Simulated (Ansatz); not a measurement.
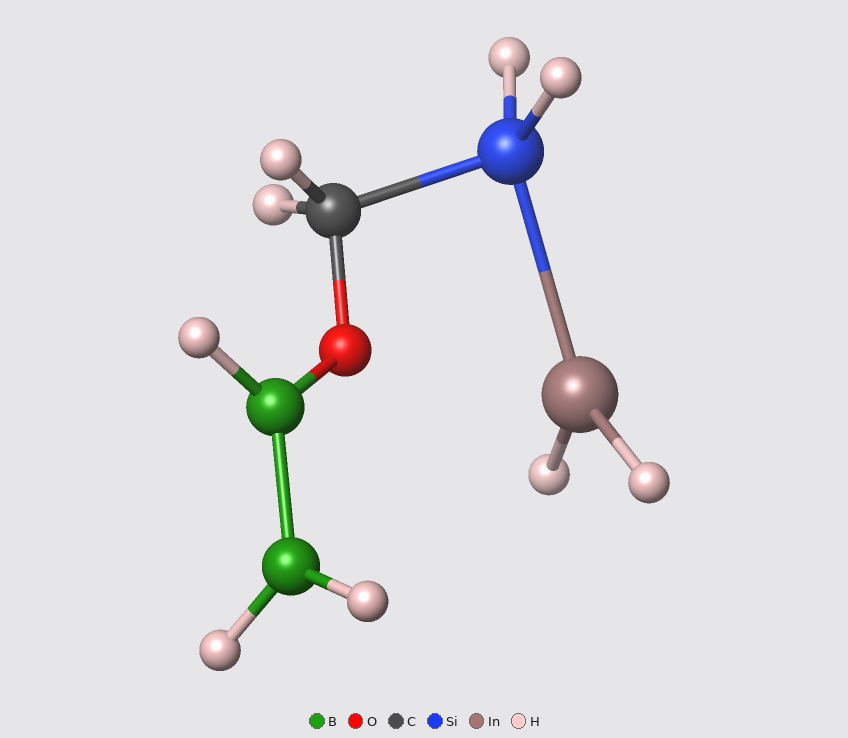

A ball-and-stick model of a molecule.

The geometry was computed by an optimisation with PBE0-D4/def2-TZVP.

Description:

Formula CH9B2InOSi. Its SMILES string is `BBOC[SiH2][InH2]`. Among its groups: Si–H bond, B–H bond. This geometry has C1 symmetry. Coordination, clear cases only: 2 B trigonal planar; 1 O bent; 1 C tetrahedral; 1 In trigonal planar.

The parts below concern this one geometry. Atoms keep their numbers from picture to picture.

## Dipole moment

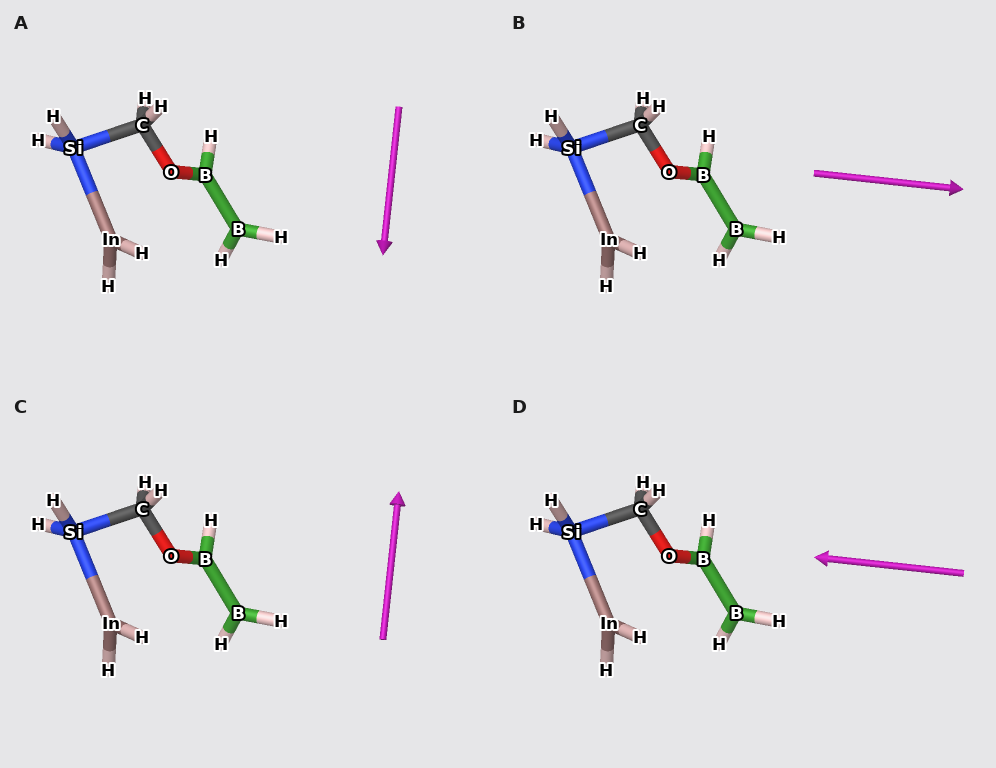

The same molecule four times, each with an arrow. Method: RKS PBE-D4/def2-TZVPP, core potentials on In (Ansatz 0.2.0).

**Which arrow points along the dipole moment, from the negative to the positive end?**

C. The dipole moment is 1.59 D.

## Electronic properties

Method: RKS HSE06 (plane-wave form)-D4/def2-TZVPP, core potentials on In (Ansatz 0.2.0).

Computed properties:

- HOMO energy (Kohn–Sham orbital): −6.59 eV
- LUMO energy (Kohn–Sham orbital): −2.58 eV
- HOMO–LUMO gap: 4.01 eV
- dispersion correction: −29.3 kJ/mol

## Charges

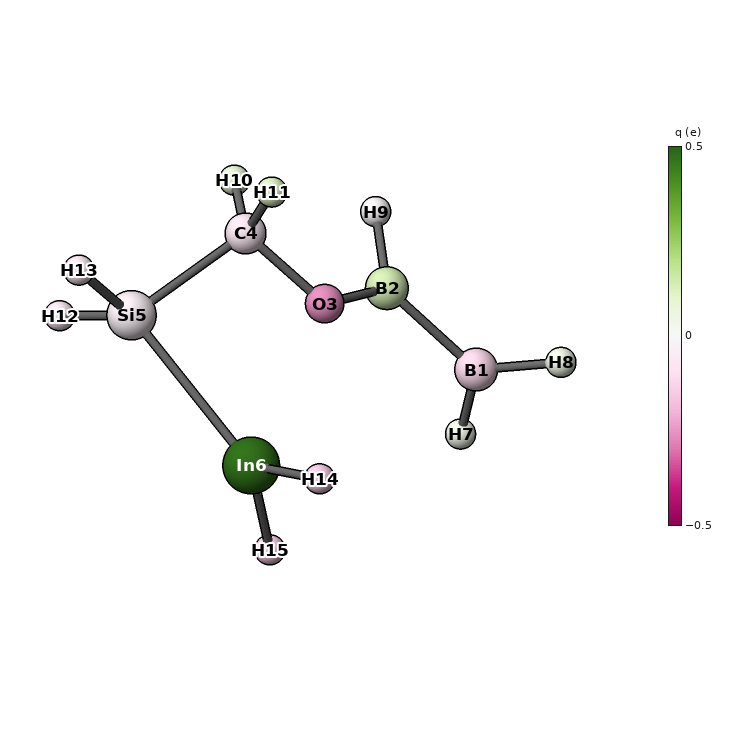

Atoms are coloured by their Mulliken charges. Properties computed with RKS PBE-D4/def2-TZVPP, core potentials on In (Ansatz 0.2.0).

Give the Mulliken charges atom by atom.

```json
{"atom": "B1", "value (e)": "−0.11"}
{"atom": "B2", "value (e)": "0.13"}
{"atom": "O3", "value (e)": "−0.26"}
{"atom": "C4", "value (e)": "−0.07"}
{"atom": "Si5", "value (e)": "−0.03"}
{"atom": "In6", "value (e)": "0.47"}
{"atom": "H7", "value (e)": "0.04"}
{"atom": "H8", "value (e)": "0.04"}
{"atom": "H9", "value (e)": "−0.01"}
{"atom": "H10", "value (e)": "0.09"}
{"atom": "H11", "value (e)": "0.11"}
{"atom": "H12", "value (e)": "−0.06"}
{"atom": "H13", "value (e)": "−0.05"}
{"atom": "H14", "value (e)": "−0.14"}
{"atom": "H15", "value (e)": "−0.14"}
```

Mulliken values depend strongly on the basis set and can even reverse the polarity of a bond.
